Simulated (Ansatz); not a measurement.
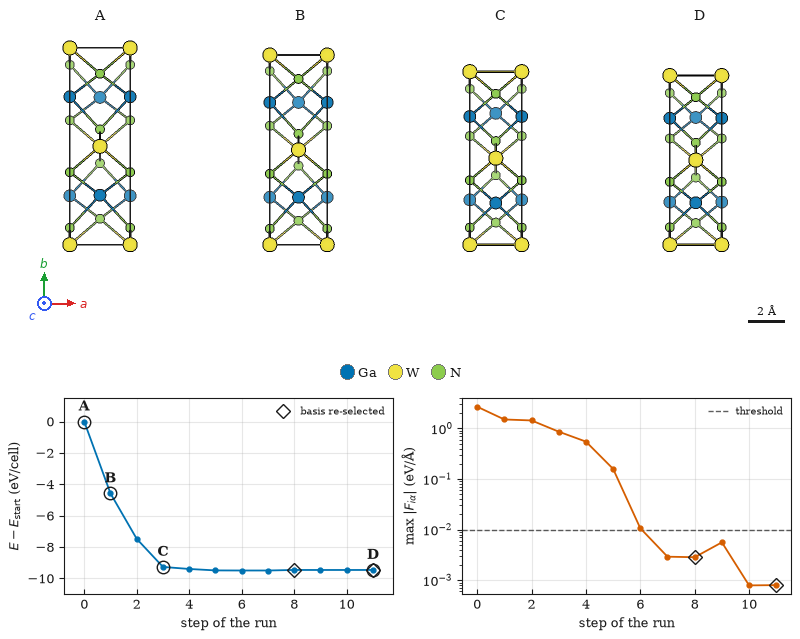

Frames of a relaxation of a crystal of GaWN₃ (built on the NaFeF3-63 type type), marked on the history of the run. Style: ball-and-stick. Shown: the conventional cell (2 times the calculation's cell), along the c axis. Lengths and directions refer to the drawn axes.

Method: DFT, PBEsol, plane waves, PAW in Ansatz.

Input file:
```yaml
crystal:
  lattice:
    - [1.67827696, -5.47337022, 0.0]
    - [1.67827696, 5.47337022, 0.0]
    - [0.0, 0.0, 7.89486587]
  atoms:
    - { symbol: Ga, position: [0.24833173, 0.75166827, 0.75] }
    - { symbol: Ga, position: [0.75166827, 0.24833173, 0.25] }
    - { symbol: W, position: [0.0, 0.0, 0.0] }
    - { symbol: W, position: [0.0, 0.0, 0.5] }
    - { symbol: "N", position: [0.91420705, 0.08579295, 0.75] }
    - { symbol: "N", position: [0.08579295, 0.91420705, 0.25] }
    - { symbol: "N", position: [0.36843838, 0.63156162, 0.05809459] }
    - { symbol: "N", position: [0.63156162, 0.36843838, 0.94190541] }
    - { symbol: "N", position: [0.36843838, 0.63156162, 0.44190541] }
    - { symbol: "N", position: [0.63156162, 0.36843838, 0.55809459] }
kpoints:
  mp_grid: { grid: [6, 6, 4] }
hamiltonian:
  xc: pbesol
scf:
  occupations: { method: fermi_dirac, width: 0.03 }
relax:
  f_tol: 0.01
  cell: {}
  max_steps: 120
```

Run as
```bash
ansatz run input.yaml --threads 4 --pin off --max-ram 4608MiB --backend cpu --events-out ev --progress --plain --runs-dir out
```

> Describe the path.

The energy falls by 9.456 eV per cell of the calculation in 9 accepted moves (11 points after the start). The largest force component goes from 2.7 to 0.0008 eV/Å. Pressure: −41.86 GPa at the start and −0.01 GPa at the end. At 2 points the geometry stayed and the basis and grid were re-selected for the new cell (energy shift of 34.9 meV per cell of the calculation at most each time). The largest moves relative to the cell, 0.20 Å, are those of N7, N8, N9 and N10. N9 goes roughly along −c. By element the largest moves are N 0.20 Å, Ga 0.04 Å. W stays in place. The volume changes by −29.7 %, with a 3.357 → 2.889 Å (−13.9 %), b 10.947 → 9.407 Å (−14.1 %), c 7.895 → 7.508 Å (−4.9 %). Some distances before and after: Ga1–N5 2.473 → 1.987 Å, W3–W3 3.357 → 2.889 Å, Ga1–N10 2.597 → 2.237 Å, W3–N7 2.259 → 1.983 Å. Bond angles that change, for instance: N5–W3–N7 84.8° → 90.2°, N5–W3–N8 95.2° → 89.8°, W3–N5–W4 129.1° → 125.5°. The space group stays Cmcm (No. 63). From step 0 to 1: N atoms move most (0.06 Å), volume −10.7 %, energy −4.579 eV per cell of the calculation. From step 1 to 3: N atoms move most (0.14 Å), volume −19.8 %, energy −4.684 eV per cell of the calculation. From step 3 to 11: N atoms move most (0.08 Å), volume −1.8 %, energy −0.193 eV per cell of the calculation.
